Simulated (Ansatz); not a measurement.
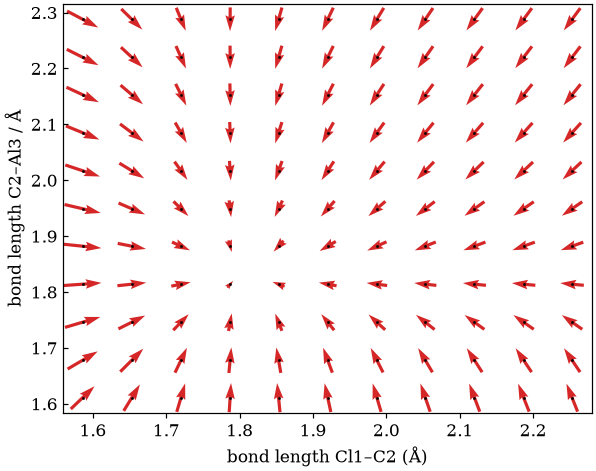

CH2AlCl2, SMILES Cl[CH-][AlH][Cl], charge −1. 
- The first coordinate is: bond length Cl1–C2; the second: bond length C2–Al3.
- Nothing is relaxed (all other coordinates rigid).
- Grid: 11 × 11 points.
- These are results of RKS PBE0-D4/def2-SVPD in Ansatz, not measurements.

In the figure: dots at the grid points, arrows along the force (downhill), their lengths compressed.

The arrows alone are given. Where is the energy lowest?

Answer. The arrows converge at about bond length Cl1–C2 = 1.803 Å, bond length C2–Al3 = 1.830 Å (read from the interpolated surface).

The energy map of the same scan:

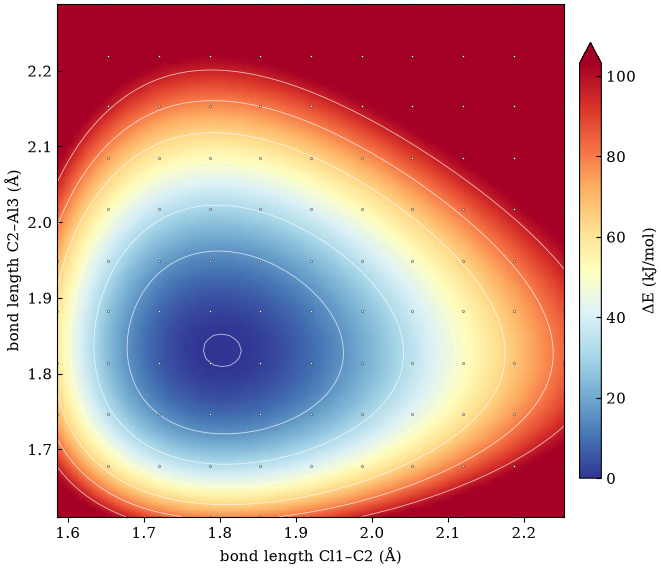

Energies are in kJ/mol, from the lowest grid point; between grid points the surface is interpolated.
